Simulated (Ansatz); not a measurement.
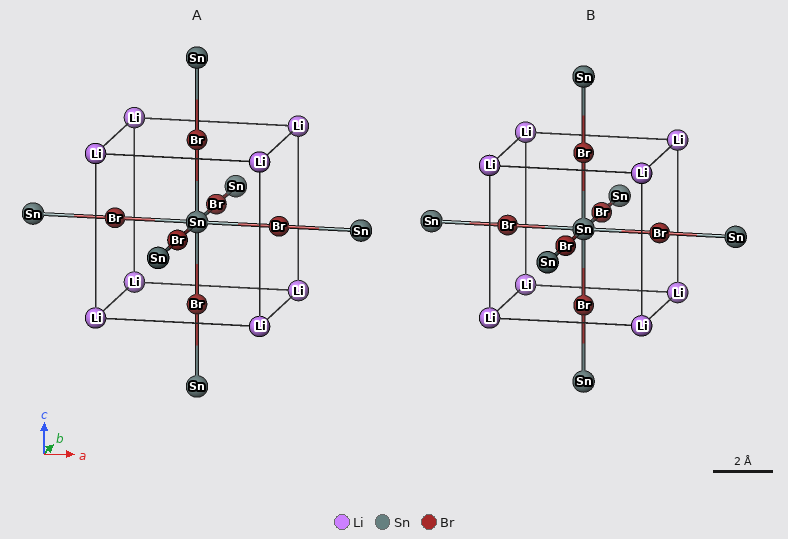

Two geometries of solid LiSnBr3 (built on the KZnF3-221 type type), drawn at one scale. One is the start of a relaxation, the other its converged end. A ball-and-stick model of the cell of the calculation, seen slightly off an axis.

Level of theory: DFT, PBEsol, plane waves, PAW in Ansatz 0.2.0. (plane-wave cutoff 420 eV; k-point mesh 4 × 4 × 4; occupations fermi dirac; smearing width 0.03 eV; no spin polarisation; cell and atoms relaxed; force threshold 0.01 eV/Å; at most 120 steps)

Which geometry has the lower energy?

Structure A is the relaxed one. No atom moves by more than 0.005 Å relative to the cell. Cell: a = b = c 5.314 → 5.730 Å (+7.8 %). Volume +25.4 %. Near-neighbour distances that change, for instance: Br–Sn 2.657 → 2.865 Å. The space group stays Pm-3m (No. 221). After 4 accepted moves (5 points after the start) the energy has fallen by 0.749 eV per cell of the calculation. All forces vanish by symmetry, so only the cell relaxes. The pressure goes from 7.91 to 0.00 GPa. At 1 point the geometry stayed and the basis and grid were re-selected for the new cell (energy shift of 4.7 meV per cell of the calculation at most each time).
